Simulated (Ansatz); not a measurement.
**SnTe (SMILES [Sn][Te]): HF/STO-3G**

Aim: the vertical electron affinity of SnTe at HF/STO-3G, from 2 runs. 

The calculation is run with Ansatz 0.2.0.

48 further runs of the same task are left out: 11 that didn't finish, 37 set aside as unsound or not needed.

### Step 1. The molecule

The species is SnTe (2 atoms), meant as a singlet with charge 0. As SMILES, `[Sn][Te]`. The shape comes from GFN2-xTB, which is rough for such elements, and wasn't checked as a minimum.

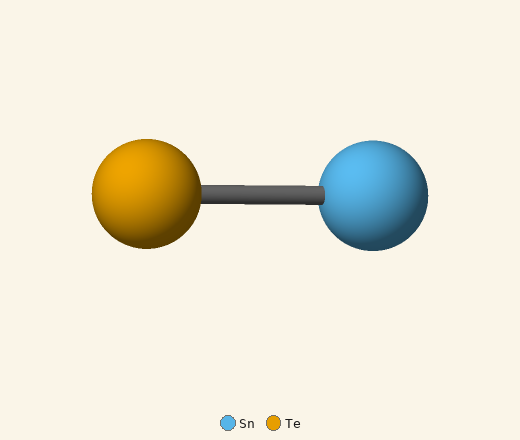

The structure, seen from a chosen angle (tin blue, tellurium amber).

### Step 2. The energy at HF/STO-3G

Input file molecule.yaml:

```yaml
basis:
  gaussian:
    orbitals: STO-3G
crystal:
  periodic: [false, false, false]
  atoms:
    - {symbol: Sn, position_ang: [0.000000, 0.000000, 0.000000]}
    - {symbol: Te, position_ang: [0.000000, 0.000000, 2.536770]}
hamiltonian:
  xc: hf
accuracy: high
```

Command:

```sh
$ ansatz run molecule.yaml --threads 1 --pin off --max-ram 2610MiB --events-out events.jsonl --progress --plain --runs-dir runs
```

Output:

```text
Warning: RAYON_NUM_THREADS=1 ignored (pool sized by the plan → 1); use --threads N
Functional definition: HF
  name "HF"
  exchange = exact_x
  correlation = 0
827 factors; integrals over basis functions are off by at most 4.7e-9 eV
mean field evaluation 1: about -340424.0256 eV, gradient 1.7e1 eV
mean field evaluation 2: about -340424.0634 eV, gradient 1.7e1 eV
mean field evaluation 4: about -340426.8174 eV, gradient 7.4e-1 eV
mean field evaluation 8: about -340426.8215 eV, gradient 5.1e-6 eV
mean field -340426.82147358 eV, -12510.4549395669 hartree, gradient 1.7e-8 eV, S^2 0.000000; 0 other end points of the search recorded, 0 dependent functions left out
reference -340426.82147358 eV, -12510.4549395669 hartree; 51, 51 occupied and 3, 3 virtual orbitals, 827 factors
Total energy: -340426.82147358 eV, -12510.4549395669 hartree
```

Wall time 0.56 s (1 thread of AMD EPYC 9R45 (Zen 5), shared host); peak memory 0.16 GiB.

### Step 3. The doublet anion, same level

Input file in.yaml:

```yaml
crystal:
  periodic: [false, false, false]
  atoms:
    - {symbol: Sn, position_ang: [0.000000, 0.000000, 0.000000]}
    - {symbol: Te, position_ang: [0.000000, 0.000000, 2.536770]}
basis:
  gaussian:
    orbitals: STO-3G
total_charge: -1
magnetization:
  spin_polarized: true
  initial_magnetization: 1
hamiltonian:
  xc: hf
accuracy: high
```

Command:

```sh
$ ansatz run in.yaml --threads 1 --pin off --max-ram 2610MiB --events-out events.jsonl --progress --plain --runs-dir runs
```

Output:

```text
Warning: RAYON_NUM_THREADS=1 ignored (pool sized by the plan → 1); use --threads N
[... 4 set-up lines as earlier in the session ...]
827 factors; integrals over basis functions are off by at most 4.7e-9 eV
mean field evaluation 1: about -340422.7428 eV, gradient 5.6e0 eV
mean field evaluation 2: about -340422.7922 eV, gradient 5.6e0 eV
mean field evaluation 4: about -340423.3240 eV, gradient 4.9e-1 eV
mean field evaluation 8: about -340423.3427 eV, gradient 6.1e-3 eV
mean field evaluation 16: about -340423.1762 eV, gradient 1.1e0 eV
mean field evaluation 32: about -340423.0436 eV, gradient 1.2e0 eV
mean field evaluation 64: about -340421.0294 eV, gradient 4.7e0 eV
mean field evaluation 96: about -340420.1813 eV, gradient 4.5e0 eV
mean field -340423.34270410 eV, -12510.3270971464 hartree, gradient 3.2e-8 eV, S^2 0.769966; 4 other end points of the search recorded, 0 dependent functions left out
reference -340423.34270410 eV, -12510.3270971464 hartree; 52, 51 occupied and 2, 3 virtual orbitals, 827 factors
Total energy: -340423.34270410 eV, -12510.3270971464 hartree
```

Wall time 2.4 s (1 thread of AMD EPYC 9R45 (Zen 5), shared host); peak memory 0.25 GiB.

### Step 4. Outcome

Level: HF/STO-3G.

```
                                         quantity            value
                       singlet SnTe: total energy  -12510.45494 Eh
                      doublet anion: total energy  -12510.32710 Eh
                              doublet anion: ⟨S²⟩            0.770
vertical electron affinity (to the doublet anion)        -3.479 eV
```

**Reading.** The anion lies 3.48 eV (336 kJ/mol) above the neutral: the electron isn't bound at this level, and such a value depends on the basis. Without diffuse functions anions come out too high. Hartree–Fock misses the correlation that binds many anions. In a minimal basis such a difference can be off by several eV, whatever the method. Relativity is left out (singlet SnTe) although the molecule holds a heavy atom. Relativity is left out (doublet anion) although the molecule holds a heavy atom.
